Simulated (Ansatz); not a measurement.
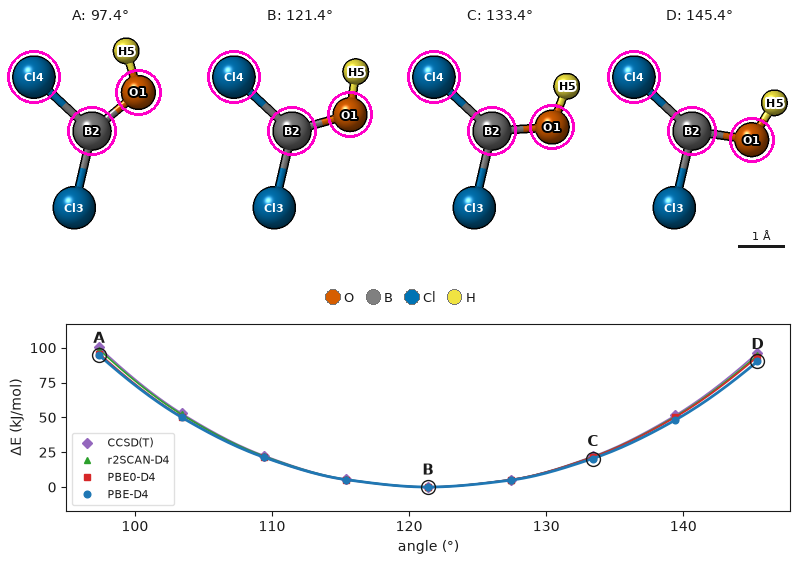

A scan of BHOCl2: the O1–B2–Cl4 angle is varied, with the rest of the molecule carried along rigidly. The lettered frames are marked on the plot, at the values of PBE-D4. Style: ball-and-stick. Shown onto the plane of the angle. The ringed atoms are those of the scanned coordinate.

Computed with Ansatz: PBE-D4, PBE0-D4, r2SCAN-D4, CCSD(T), basis def2-TZVPP, on geometries moved rigidly from the minimum at PBE0-D4/def2-TZVP. Coupled cluster with a frozen core. Energies are counted from the PBE0-D4/def2-TZVP minimum geometry at the same level.

Question: Read off the main features of the energy profile.

Answer: With PBE-D4: the lowest computed point lies at the angle 121.4° (0.0 kJ/mol). At the ends of the scan the energy is 94.6 kJ/mol (97.4°) and 90.1 kJ/mol (145.4°). The curvature at the lowest point is about 9.9 eV/rad². At 97.4° the levels give PBE-D4 94.6 kJ/mol, PBE0-D4 95.9 kJ/mol, r2SCAN-D4 98.7 kJ/mol, CCSD(T) 100.2 kJ/mol. Closest to CCSD(T) there is r2SCAN-D4.
